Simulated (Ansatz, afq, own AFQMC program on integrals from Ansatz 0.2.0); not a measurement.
**AlHO (singlet): quantum Monte Carlo beside coupled cluster at distance Al1–O2 = 1.491 Å, cc-pVDZ**

Aim: compute AlHO (singlet) with auxiliary-field quantum Monte Carlo on the same integrals as coupled cluster, and set the energies side by side.

The runs use Ansatz 0.2.0, Gaussian basis, and an in-house AFQMC program (afq) on its integrals; all values are calculated; cc-pVDZ, frozen cores.

The runs, in order: PBE (unrestricted); r2SCAN (unrestricted); PBE0 (unrestricted); B3LYP (unrestricted); wB97M-V (unrestricted); B2PLYP (unrestricted); CCSD(T) on RHF; CCSDT(Q) on RHF; Phaseless AFQMC, CISD trial on RHF; Free-projection AFQMC, first-order trial on RHF; UHF.

4 further runs of the same task are left out: 4 that didn't finish.

### 1 The system

The geometry derives from a PBE0/def2-TZVP stationary point (not a proven minimum). One bond is set to the value named and the two fragments are kept rigid.

3 atoms, charge 0, spin multiplicity 1.

Atoms are counted from 1 here; the program's logs count them from 0.

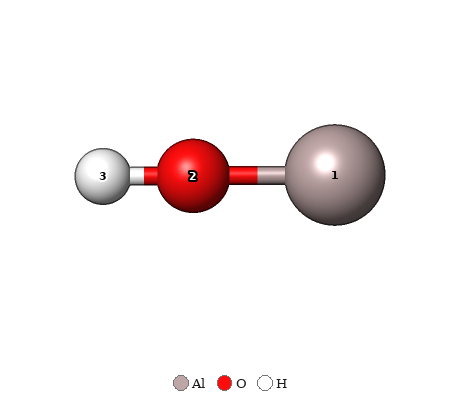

The structure; aluminium light grey, oxygen red, hydrogen white; atoms are numbered from 1 in the order of the file.

Geometry (Å):

```xyz
3
charge 0, multiplicity 1
Al    0.00000    0.00000   -1.31068
O     0.00000    0.00000    0.18032
H     0.00000    0.00000    1.13036
```

### 2 PBE (unrestricted)

Input file in.yaml:

```yaml
crystal:
  periodic: [false, false, false]
  atoms:
    - {symbol: Al, position_ang: [0.000000, 0.000000, -1.310679]}
    - {symbol: O, position_ang: [0.000000, 0.000000, 0.180321]}
    - {symbol: H, position_ang: [0.000000, 0.000000, 1.130357]}
basis:
  gaussian: {orbitals: cc-pVDZ}
magnetization: {spin_polarized: true, initial_magnetization: 0}
hamiltonian: {xc: {name: PBE}}
output: {orbitals: {seedname: orbitals}}
```

Command:

```sh
> ansatz run in.yaml --threads 1 --pin off --events-out ev --progress --plain --max-ram 1382MiB
```

The log of the run:

```text
Functional definition: PBE
  name "PBE"
  cite "Perdew, Burke & Ernzerhof, Phys. Rev. Lett. 77, 3865 (1996) doi:10.1103/PhysRevLett.77.3865"
  parent pbe
  parameter kappa = 0.804
  parameter beta = 0.06672455060314922
  exchange = pbe_x(kappa = kappa, mu = beta*pi^2/3)
  correlation = pbe_c(beta = beta)
446 factors; their error is unknown
mean field evaluation 1: about -8647.1094 eV, gradient 4.5e1 eV
mean field evaluation 2: about -8567.9238 eV, gradient 1.2e2 eV
mean field evaluation 4: about -8654.0697 eV, gradient 4.3e0 eV
mean field evaluation 8: about -8654.1678 eV, gradient 1.3e-2 eV
mean field -8654.16783745 eV, -318.0348020205 hartree, gradient 6.1e-5 eV, S^2 0.000000; 0 other end points of the search recorded, 0 dependent functions left out
reference -8654.16786437 eV, -318.0348030098 hartree; 11, 11 occupied and 26, 26 virtual orbitals, 446 factors
Total energy: -8654.16786437 eV, -318.0348030098 hartree
```

Run time: 0.57 s. Hardware: 1 thread of Arm Neoverse V2, shared host.

From the report: ⟨S²⟩ of the determinant 0.000 (pure singlet: 0.00).

### 3 r2SCAN (unrestricted)

in.yaml, as its differences from that of step 2:

```diff
@@ -9,3 +9,2 @@
 magnetization: {spin_polarized: true, initial_magnetization: 0}
-hamiltonian: {xc: {name: PBE}}
-output: {orbitals: {seedname: orbitals}}
+hamiltonian: {xc: {name: r2SCAN}}
```

Same command.

The log of the run:

```text
Functional definition: r2SCAN
  name "r2SCAN"
  cite "Furness, Kaplan, Ning, Perdew & Sun, J. Phys. Chem. Lett. 11, 8208 (2020) doi:10.1021/acs.jpclett.0c02405"
  cite "Furness, Kaplan, Ning, Perdew & Sun, J. Phys. Chem. Lett. 11, 9248 (2020) doi:10.1021/acs.jpclett.0c03077"
  parent r2scan
  parameter k0 = 0.174
  parameter k1 = 0.065
  parameter a1 = 4.9479
  exchange = r2scan_x(k0 = k0, k1 = k1, a1 = a1)
  correlation = r2scan_c
446 factors; their error is unknown
mean field evaluation 1: about -8652.2875 eV, gradient 4.2e1 eV
mean field evaluation 2: about -8600.0325 eV, gradient 1.1e2 eV
mean field evaluation 4: about -8658.3082 eV, gradient 2.7e0 eV
mean field evaluation 8: about -8658.3225 eV, gradient 5.5e-3 eV
mean field -8658.32250820 eV, -318.1874833546 hartree, gradient 1.1e-5 eV, S^2 0.000000; 0 other end points of the search recorded, 0 dependent functions left out
reference -8658.32251903 eV, -318.1874837524 hartree; 11, 11 occupied and 26, 26 virtual orbitals, 446 factors
Total energy: -8658.32251903 eV, -318.1874837524 hartree
```

Run time: 1.3 s. Hardware: 1 thread of Arm Neoverse V2, shared host.

From the report: ⟨S²⟩ of the determinant 0.000 (pure singlet: 0.00).

### 4 PBE0 (unrestricted)

in.yaml, as its differences from that of step 3:

```diff
@@ -9,2 +9,3 @@
 magnetization: {spin_polarized: true, initial_magnetization: 0}
-hamiltonian: {xc: {name: r2SCAN}}
+hamiltonian: {xc: {name: PBE0}}
+output: {orbitals: {seedname: orbitals}}
```

Launched as before.

The log of the run:

```text
Functional definition: PBE0
  name "PBE0"
  cite "Adamo & Barone, J. Chem. Phys. 110, 6158 (1999) doi:10.1063/1.478522"
  cite "Perdew, Burke & Ernzerhof, Phys. Rev. Lett. 77, 3865 (1996) doi:10.1103/PhysRevLett.77.3865"
  parent pbe
  parameter a = 0.25
  parameter kappa = 0.804
  parameter beta = 0.06672455060314922
  exchange = (1 - a)*pbe_x(kappa = kappa, mu = beta*pi^2/3) + a*exact_x
  correlation = pbe_c(beta = beta)
354 factors; integrals over basis functions are off by at most 1.4e-3 eV
mean field evaluation 1: about -8649.4706 eV, gradient 3.9e1 eV
mean field evaluation 2: about -8629.0243 eV, gradient 7.9e1 eV
mean field evaluation 4: about -8654.7863 eV, gradient 1.1e0 eV
mean field evaluation 8: about -8654.8387 eV, gradient 3.0e-3 eV
mean field -8654.83868904 eV, -318.0594553618 hartree, gradient 7.1e-5 eV, S^2 0.000000; 0 other end points of the search recorded, 0 dependent functions left out
reference -8654.83870958 eV, -318.0594561167 hartree; 11, 11 occupied and 26, 26 virtual orbitals, 354 factors
Total energy: -8654.83870958 eV, -318.0594561167 hartree
```

Run time: 0.72 s. Hardware: 1 thread of Arm Neoverse V2, shared host.

From the report: ⟨S²⟩ of the determinant 0.000 (pure singlet: 0.00).

### 5 B3LYP (unrestricted)

in.yaml, as its differences from that of step 4:

```diff
@@ -9,3 +9,2 @@
 magnetization: {spin_polarized: true, initial_magnetization: 0}
-hamiltonian: {xc: {name: PBE0}}
-output: {orbitals: {seedname: orbitals}}
+hamiltonian: {xc: {name: B3LYP}}
```

Launched as before.

The log of the run, shortened:

```text
Functional definition: B3LYP
  name "B3LYP"
  cite "Stephens, Devlin, Chabalowski & Frisch, J. Phys. Chem. 98, 11623 (1994) doi:10.1021/j100096a001"
  cite "Becke, Phys. Rev. A 38, 3098 (1988) doi:10.1103/PhysRevA.38.3098"
  cite "Lee, Yang & Parr, Phys. Rev. B 37, 785 (1988) doi:10.1103/PhysRevB.37.785"
  cite "Vosko, Wilk & Nusair, Can. J. Phys. 58, 1200 (1980) doi:10.1139/p80-159"
[...]
354 factors; integrals over basis functions are off by at most 1.4e-3 eV
[...]
mean field -8660.78102734 eV, -318.2778322665 hartree, gradient 6.2e-5 eV, S^2 0.000000; 0 other end points of the search recorded, 0 dependent functions left out
reference -8660.78119608 eV, -318.2778384677 hartree; 11, 11 occupied and 26, 26 virtual orbitals, 354 factors
Total energy: -8660.78119608 eV, -318.2778384677 hartree
```

Run time: 0.75 s. Hardware: 1 thread of Arm Neoverse V2, shared host.

From the report: ⟨S²⟩ of the determinant 0.000 (pure singlet: 0.00).

### 6 wB97M-V (unrestricted)

in.yaml, as its differences from that of step 5:

```diff
@@ -9,2 +9,3 @@
 magnetization: {spin_polarized: true, initial_magnetization: 0}
-hamiltonian: {xc: {name: B3LYP}}
+hamiltonian: {xc: {name: wB97M-V}}
+output: {orbitals: {seedname: orbitals}}
```

Launched as before.

The log of the run, shortened:

```text
Functional definition: wB97M-V
  name "wB97M-V"
  cite "Mardirossian & Head-Gordon, J. Chem. Phys. 144, 214110 (2016) doi:10.1063/1.4952647"
  cite "Becke, J. Chem. Phys. 107, 8554 (1997) doi:10.1063/1.475007"
  cite "Vydrov & Van Voorhis, J. Chem. Phys. 133, 244103 (2010) doi:10.1063/1.3521275"
  # Of w^i u^j: cxij and so on, Table III.
[...]
  gx(w, u) = 1 - cx + cx01*u + cx10*w
  gss(w, u) = css00 + css04*u^4 + css10*w + css20*w^2 + css43*w^4*u^3
  gos(w, u) = cos00 + cos10*w + (cos20 + cos21*u)*w^2 + (cos60 + cos61*u)*w^6
[...]
      + integral(e_c_pw_mod_opposite_spin*gos(b97_w_opposite, b97_u_opposite)) + vv10(b, c)
354 factors; integrals over basis functions are off by at most 1.4e-3 eV
111 factors; integrals over basis functions are off by at most 2.2e-5 eV
[...]
mean field -8659.31953155 eV, -318.2241232870 hartree, gradient 3.5e-5 eV, S^2 0.000000; 0 other end points of the search recorded, 0 dependent functions left out
reference -8659.31956417 eV, -318.2241244855 hartree; 11, 11 occupied and 26, 26 virtual orbitals, 354 factors
Total energy: -8659.31956417 eV, -318.2241244855 hartree
```

Wall time 3.3 s (1 thread of Arm Neoverse V2, shared host).

From the report: ⟨S²⟩ of the determinant 0.000 (pure singlet: 0.00).

### 7 B2PLYP (unrestricted)

in.yaml, as its differences from that of step 6:

```diff
@@ -9,3 +9,3 @@
 magnetization: {spin_polarized: true, initial_magnetization: 0}
-hamiltonian: {xc: {name: wB97M-V}}
-output: {orbitals: {seedname: orbitals}}
+hamiltonian: {xc: {name: B2PLYP}}
+correlation: {electrons: outside_noble_gas}
```

Same command.

The log of the run, shortened:

```text
Functional definition: B2PLYP
  name "B2PLYP"
  cite "Grimme, J. Chem. Phys. 124, 034108 (2006) doi:10.1063/1.2148954"
  cite "Becke, Phys. Rev. A 38, 3098 (1988) doi:10.1103/PhysRevA.38.3098"
  cite "Lee, Yang & Parr, Phys. Rev. B 37, 785 (1988) doi:10.1103/PhysRevB.37.785"
[...]
354 factors; integrals over basis functions are off by at most 1.4e-3 eV
[...]
mean field -8653.17649189 eV, -317.9983707431 hartree, gradient 7.3e-6 eV, S^2 0.000000; 0 other end points of the search recorded, 0 dependent functions left out
6 core orbitals not correlated: weight in the atoms' cores, before any rotation towards them, 1.000 or more for the frozen orbitals, at most 0.000 for the correlated occupied ones
reference -8653.17659955 eV, -317.9983746996 hartree; 5, 5 occupied and 26, 26 virtual orbitals, 354 factors
second order -7.77673689 eV of doubles, -0.00000000 eV of singles
Total energy: -8655.27631851 eV, -318.0755379482 hartree
```

Run time: 0.72 s. Hardware: 1 thread of Arm Neoverse V2, shared host.

From the report: ⟨S²⟩ of the determinant 0.000 (pure singlet: 0.00).

### 8 CCSD(T) on RHF

in.yaml, as its differences from that of step 7:

```diff
@@ -8,4 +8,3 @@
   gaussian: {orbitals: cc-pVDZ}
-magnetization: {spin_polarized: true, initial_magnetization: 0}
-hamiltonian: {xc: {name: B2PLYP}}
-correlation: {electrons: outside_noble_gas}
+magnetization: {spin_polarized: false}
+correlation: {method: ccsd_t, electrons: outside_noble_gas, hamiltonian_folder: ham}
```

The command is unchanged.

The log of the run, shortened:

```text
Functional definition: HF
  name "HF"
  cite "Fock, Z. Phys. 61, 126 (1930) doi:10.1007/BF01340294"
  parent pbe
[...]
354 factors; integrals over basis functions are off by at most 1.4e-3 eV
[...]
mean field -8636.20504764 eV, -317.3746816709 hartree, gradient 1.5e-6 eV, S^2 0.000000; 0 other end points of the search recorded, 0 dependent functions left out
6 core orbitals not correlated: weight in the atoms' cores, before any rotation towards them, 1.000 or more for the frozen orbitals, at most 0.000 for the correlated occupied ones
reference -8636.20504764 eV, -317.3746816709 hartree; 5, 5 occupied and 26, 26 virtual orbitals, 354 factors
second order -6.35857931 eV of doubles, -0.00000000 eV of singles
cycle   1  -6.53764397 eV  change   -1.8e-1 eV  update   7.9e-2
[...]
cycle   9  -6.80700119 eV  change   -1.0e-5 eV  update   7.8e-6
perturbative correction -0.13962814 eV, -0.0051312394 hartree
Total energy: -8643.15167697 eV, -317.6299655902 hartree
```

It took 0.24 s on 1 thread of Arm Neoverse V2, shared host.

From the report: correlation -6.9466 eV; T1 0.015; largest double amplitude 0.10.

This run also writes the integrals to the folder ham.

### 9 CCSDT(Q) on RHF

in.yaml, as its differences from that of step 8:

```diff
@@ -9,2 +9,2 @@
 magnetization: {spin_polarized: false}
-correlation: {method: ccsd_t, electrons: outside_noble_gas, hamiltonian_folder: ham}
+correlation: {method: ccsdt_q, electrons: outside_noble_gas}
```

The command is unchanged.

The log of the run, shortened:

```text
Functional definition: HF
  name "HF"
  cite "Fock, Z. Phys. 61, 126 (1930) doi:10.1007/BF01340294"
  parent pbe
[...]
638 factors; integrals over basis functions are off by at most 1.7e-7 eV
[...]
mean field -8636.20518447 eV, -317.3746866991 hartree, gradient 1.8e-6 eV, S^2 0.000000; 0 other end points of the search recorded, 0 dependent functions left out
6 core orbitals not correlated: weight in the atoms' cores, before any rotation towards them, 1.000 or more for the frozen orbitals, at most 0.000 for the correlated occupied ones
reference -8636.20518447 eV, -317.3746866991 hartree; 5, 5 occupied and 26, 26 virtual orbitals, 638 factors
second order -6.35861304 eV of doubles, -0.00000000 eV of singles
cycle   1  -6.53766048 eV  change   -1.8e-1 eV  update   8.5e-2
[...]
cycle  14  -6.95649820 eV  change    4.0e-7 eV  update   3.9e-7
perturbative correction -0.01923134 eV, -0.0007067387 hartree
Total energy: -8643.18091401 eV, -317.6310400313 hartree
```

Wall time 1.7 s (1 thread of Arm Neoverse V2, shared host).

From the report: correlation -6.9757 eV; T1 0.016; largest double amplitude 0.11.

### 10 Phaseless AFQMC, CISD trial on RHF

It reads the integrals that the CCSD(T) run on this determinant wrote.

Command:

```sh
> afq ham --method phaseless --trial cisd --walkers 100 --populations 1 --least-time 40 --time-step 0.005 --steps-per-block 50 --equilibration-blocks 28 --max-blocks 300 --target-error 0.00038 --factor-cut 1e-05 --seed 3852 --release-times 0.24,0.51,0.99,1.62,2.4 --release-step 0.03 --release-every 4 --taylor-order 6
```

The log of the run:

```text
orbitals 31  electrons 5 5  factors 221 of 354
reference energy -317.37468167 Eh
CCSD correlation -0.25015254 Eh in 10 cycles, weight of the determinant in the CISD state 0.8930
energy of the start -317.624834 Eh
 block  time / (1/Eh)  mean weight  energy / Eh
     1     0.250  0.9988  -317.622212
     2     0.500  1.0007  -317.623944
     3     0.750  0.9995  -317.622939
     4     1.000  1.0000  -317.627691
     5     1.250  1.0000  -317.624267
     6     1.500  0.9979  -317.623263
     7     1.750  1.0007  -317.625717
     8     2.000  1.0005  -317.633258
     9     2.250  1.0026  -317.629236
    10     2.500  0.9987  -317.631905
    15     3.750  0.9998  -317.631980
    22     5.500  1.0008  -317.628766
    29     7.250  0.9991  -317.629872
    36     9.000  0.9989  -317.634670
    43    10.750  0.9988  -317.634803
    50    12.500  1.0025  -317.630190
    57    14.250  1.0002  -317.630193
    64    16.000  0.9984  -317.630234
    71    17.750  0.9997  -317.628748
    78    19.500  1.0007  -317.629620
    85    21.250  0.9999  -317.632489
    92    23.000  0.9997  -317.635213
    99    24.750  0.9982  -317.634091
   106    26.500  1.0012  -317.633125
   113    28.250  0.9987  -317.634069
   120    30.000  1.0026  -317.629159
   127    31.750  1.0005  -317.632982
   134    33.500  1.0014  -317.631528
   141    35.250  0.9989  -317.627625
   148    37.000  1.0015  -317.633168
   155    38.750  1.0005  -317.632166
   162    40.500  0.9983  -317.643016
   169    42.250  0.9999  -317.633201
   176    44.000  0.9994  -317.628185
   183    45.750  0.9996  -317.626365
   190    47.500  1.0015  -317.630545
   197    49.250  1.0010  -317.624918
   204    51.000  0.9986  -317.633288
   211    52.750  1.0014  -317.627127
   218    54.500  0.9998  -317.638571
   225    56.250  1.0005  -317.630998
   232    58.000  0.9962  -317.631393
   239    59.750  0.9984  -317.626222
   246    61.500  0.9991  -317.629240
   253    63.250  0.9999  -317.628316
   260    65.000  1.0010  -317.630950
   267    66.750  0.9986  -317.630565
   274    68.500  0.9992  -317.623344
   281    70.250  1.0004  -317.627986
   288    72.000  1.0012  -317.633708
   295    73.750  1.0019  -317.633012
   302    75.500  1.0005  -317.628777
   309    77.250  1.0008  -317.625489
   316    79.000  1.0014  -317.627860
blocks merged  error / Eh  count
     1  0.000241  290
     2  0.000293  145
     4  0.000310  72
     8  0.000340  36
    16  0.000376  18
    32  0.000396  9
released: time / (1/Eh)  energy / Eh  error  mean overlap
  0.24  -317.630625  0.000379  1.0078
  0.51  -317.630914  0.000326  1.0103
  0.99  -317.631017  0.000388  1.0101
  1.62  -317.630543  0.000469  1.0240
  2.40  -317.631253  0.000449  1.0178
energy -317.630806 +/- 0.000376 Eh
```

Run time: 2.6 min. Hardware: 1 thread of Arm Neoverse V2, shared host.

Energy -8643.1745 ± 0.0102 eV. Caveats: constraint bias not in the error.

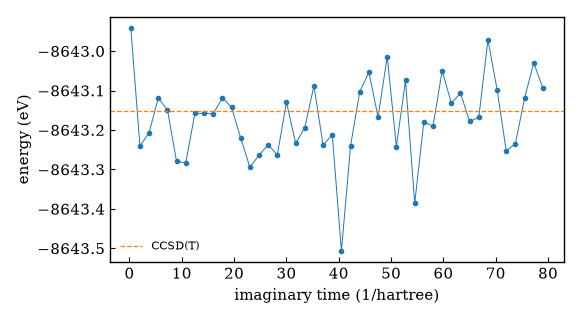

Block energies along the walk.

### 11 Free-projection AFQMC, first-order trial on RHF (settings varied)

It reads the integrals that the CCSD(T) run on this determinant wrote.

Command:

```sh
> afq ham --method free --trial mp1 --walkers 100 --time-step 0.02 --max-blocks 60 --target-error 0.00076 --factor-cut 0.0001 --seed 5360 --times 0.0,0.4,0.8,1.6,2.4 --taylor-order 8
```

The log of the run:

```text
orbitals 31  electrons 5 5  factors 191 of 354
reference energy -317.37468167 Eh
CCSD correlation -0.25015079 Eh in 10 cycles, weight of the determinant in the CISD state 0.8930
repeat  energy at the last time / Eh  error
    10  -317.632761  0.001163
    20  -317.631418  0.000746
    30  -317.631728  0.000585
time / (1/Eh)  energy / Eh  error  mean overlap
  0.00  -317.623906  0.000405  1.0912
  0.40  -317.629287  0.000341  1.0969
  0.80  -317.630815  0.000501  1.0899
  1.60  -317.630768  0.000609  1.0823
  2.40  -317.631821  0.000573  1.0395
energy -317.631821 +/- 0.000573 Eh
```

Wall time 24 s (1 thread of Arm Neoverse V2, shared host).

Energy -8643.2022 ± 0.0156 eV. Caveats: remainder of the start not in the error.

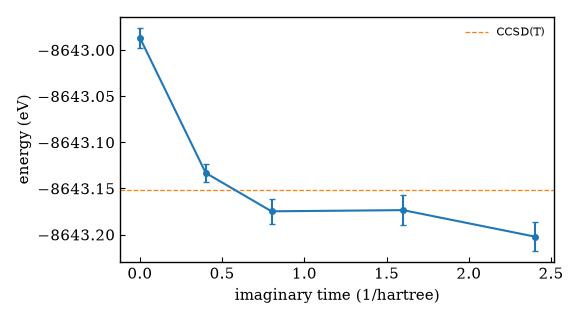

Energy against projection time, with error bars.

### 12 UHF

in.yaml, as its differences from that of step 9:

```diff
@@ -8,3 +8,4 @@
   gaussian: {orbitals: cc-pVDZ}
-magnetization: {spin_polarized: false}
-correlation: {method: ccsdt_q, electrons: outside_noble_gas}
+magnetization: {spin_polarized: true, initial_magnetization: 0}
+hamiltonian: {xc: hf}
+output: {orbitals: {seedname: orbitals}}
```

Command:

```sh
> ansatz run in.yaml --threads 1 --pin off --events-out ev --progress --plain --max-ram 1382MiB
```

The log of the run:

```text
Functional definition: HF
  name "HF"
  cite "Fock, Z. Phys. 61, 126 (1930) doi:10.1007/BF01340294"
  parent pbe
  exchange = exact_x
  correlation = 0
354 factors; integrals over basis functions are off by at most 1.4e-3 eV
mean field evaluation 1: about -8633.4451 eV, gradient 2.7e1 eV
mean field evaluation 2: about -8633.4483 eV, gradient 2.7e1 eV
mean field evaluation 4: about -8636.1902 eV, gradient 1.1e0 eV
mean field evaluation 8: about -8636.2050 eV, gradient 8.4e-4 eV
mean field evaluation 16: about -8636.1688 eV, gradient 4.2e-1 eV
mean field evaluation 32: about -8636.2043 eV, gradient 2.1e-1 eV
mean field -8636.20504764 eV, -317.3746816709 hartree, gradient 2.4e-5 eV, S^2 0.000000; 0 other end points of the search recorded, 0 dependent functions left out
reference -8636.20504764 eV, -317.3746816709 hartree; 11, 11 occupied and 26, 26 virtual orbitals, 354 factors
Total energy: -8636.20504764 eV, -317.3746816709 hartree
```

It took 0.18 s on 1 thread of Arm Neoverse V2, shared host.

From the report: ⟨S²⟩ of the determinant 0.000 (pure singlet: 0.00).

### 13 All levels side by side

On the RHF determinant, counted from CCSDT(Q) (a yardstick, not exact):

| level | energy (eV) | from CCSDT(Q) (meV) | statistical error (meV) | time |
| --- | --- | --- | --- | --- |
| HF | -8636.2050 | +6975.9 |  |  |
| MP2 | -8642.5636 | +617.3 |  |  |
| CCSD | -8643.0120 | +168.9 |  |  |
| CCSD(T) | -8643.1517 | +29.2 |  |  |
| CCSDT(Q) | -8643.1809 | 0.0 |  |  |
| Phaseless AFQMC, CISD trial, step 0.005, 100 walkers | -8643.1745 | +6.4 | 10.2 | 2.6 min |
| Free-projection AFQMC, first-order trial, step 0.02, 100 walkers | -8643.2022 | -21.3 | 15.6 | 24 s |

The functionals' totals stand on their own zeros and serve differences with other points: PBE -8654.168 eV; r2SCAN -8658.323 eV; PBE0 -8654.839 eV; B3LYP -8660.781 eV; wB97M-V -8659.320 eV; B2PLYP -8655.276 eV.

### 14 Results

```
                                        quantity            value
                    CCSD(T) on RHF from CCSDT(Q)        +29.2 meV
Phaseless AFQMC, CISD trial on RHF from CCSDT(Q)  +6.4 ± 10.2 meV
```

**Reading.** On RHF the phaseless walk with the CISD trial lies +6.4 meV from CCSDT(Q), within three error bars. Error bars are statistical and leave out the constraint, the time step and what remains of the start.
